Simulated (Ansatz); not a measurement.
```
CELL_PARAMETERS angstrom
6.27899 0.00000 0.00000
-3.13949 5.43776 0.00000
0.00000 0.00000 7.72793
ATOMIC_POSITIONS crystal
Co 0.42749 0.36075 0.21627
Co 0.09415 0.69408 0.54961
Co 0.76082 0.02742 0.88294
Co 0.63925 0.06674 0.21627
Co 0.30592 0.40007 0.54961
Co 0.97258 0.73340 0.88294
Co 0.93326 0.57251 0.21627
Co 0.59993 0.90585 0.54961
Co 0.26660 0.23918 0.88294
Si 0.23139 0.96077 0.11317
Si 0.89806 0.29411 0.44651
Si 0.56472 0.62744 0.77984
Si 0.33333 0.66667 0.32539
Si 0.00000 0.00000 0.65872
Si 0.66667 0.33333 0.99205
Si 0.03923 0.27062 0.11317
Si 0.70589 0.60395 0.44651
Si 0.37256 0.93728 0.77984
Si 0.72938 0.76861 0.11317
Si 0.39605 0.10194 0.44651
Si 0.06272 0.43528 0.77984
Ni 0.33333 0.66667 0.01961
Ni 0.00000 0.00000 0.35294
Ni 0.66667 0.33333 0.68627
```

Space group R3; a structure generated by program, which may or may not match a known phase; computed pressure about −7 GPa in this cell; computed without spin polarisation.

Level of theory: Ansatz 0.2.0, DFT r2SCAN, scalar-relativistic, plane waves, PAW.

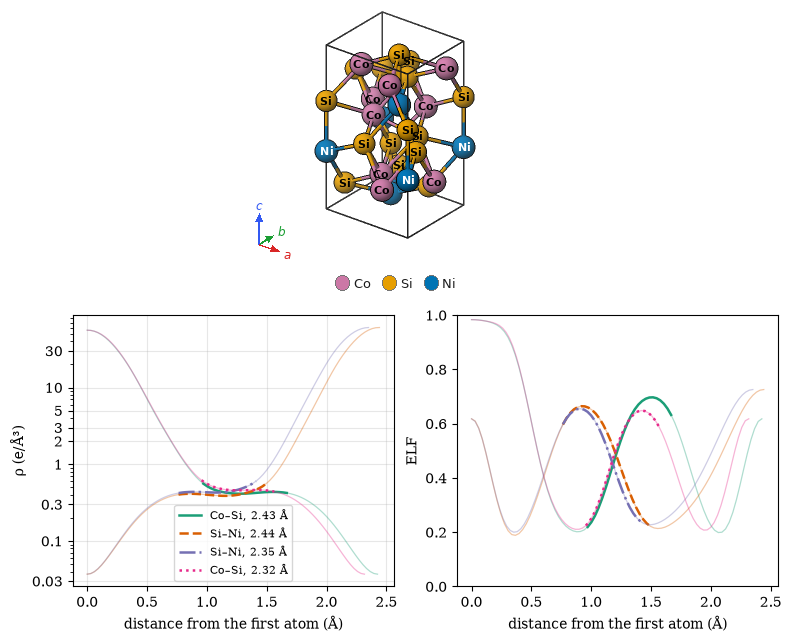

Co3Si4Ni. Valence pseudo-density and ELF along straight lines between neighbouring atoms. Thin, pale parts lie inside the atomic spheres. The structure is drawn too.

In a PAW calculation such maps are meaningful between the atoms, not at the nuclei.

Q: What can be read from the curves?

A: Co–Si (2.43 Å): ρ at the midpoint is about 0.42 e/Å³; the ELF peaks at about 0.70 in the valence shell of Si, 0.9 Å from its nucleus, and is about 0.50 at the midpoint.
Si–Ni (2.44 Å): the density is about 0.39 e/Å³ at the midpoint; the ELF peaks at about 0.65 in the valence shell of Si, 0.9 Å from its nucleus, and is about 0.45 at the midpoint.
Si–Ni (2.35 Å): ρ is about 0.44 e/Å³ halfway; the ELF peaks at about 0.65 in the valence shell of Si, 0.9 Å from its nucleus, and is about 0.45 at the midpoint.
Co–Si (2.32 Å): ρ at the midpoint is about 0.47 e/Å³; the ELF peaks at about 0.65 in the valence shell of Si, 0.9 Å from its nucleus, and is about 0.45 at the midpoint.
